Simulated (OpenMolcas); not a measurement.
SiHCl3 (trichlorosilane): a line through the functionals

SiHCl3 has 5 atoms, charge 0, and is taken as a singlet. SMILES: `Cl[SiH](Cl)Cl`. Geometry: relaxed at PBE0-D4/def2-TZVP.

The HOMO–LUMO gap y, in eV, basis def2-SVPD; a is the functional's share of exact exchange. Programs: OpenMolcas 26.06.

| functional | program | a | y (eV) |
| --- | --- | --- | --- |
| r2SCAN | OpenMolcas | 0 | 7.58 |
| revPBE | OpenMolcas | 0 | 6.79 |
| B3LYP | OpenMolcas | 0.2 | 8.54 |
| PBE0 | OpenMolcas | 0.25 | ? |
| BHLYP | OpenMolcas | 0.5 | 11.27 |

Task: Fit y = c + s·a to the known rows and predict PBE0.

Result: 
1. Means of the 4 rows: a = 0.1750, y = 8.545.
2. Σ(Δa)² = 0.1675, Σ(Δa·Δy) = 1.3615, so the slope is 1.3615/0.1675 = 8.1284.
3. Intercept: 8.545 − (8.1284) × 0.1750 = 7.123. The largest residual of the fit is 0.46.
4. PBE0: 7.123 + (8.1284) × 0.25 = 9.16 eV.

The run gave 9.11 eV, so the prediction is off by +0.05 eV, within the scatter of the fit. Exact exchange lowers occupied levels and raises empty ones. The rows mix families of semi-local functionals, which the line can't see.

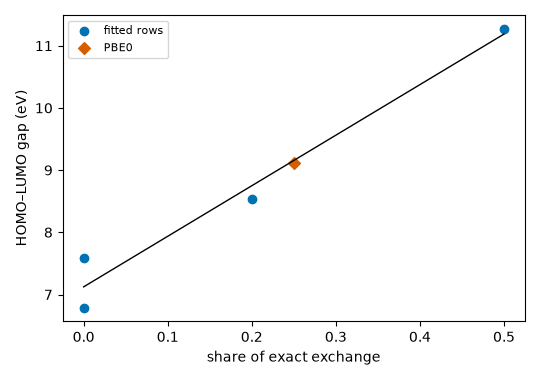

The fitted line, with the withheld row.
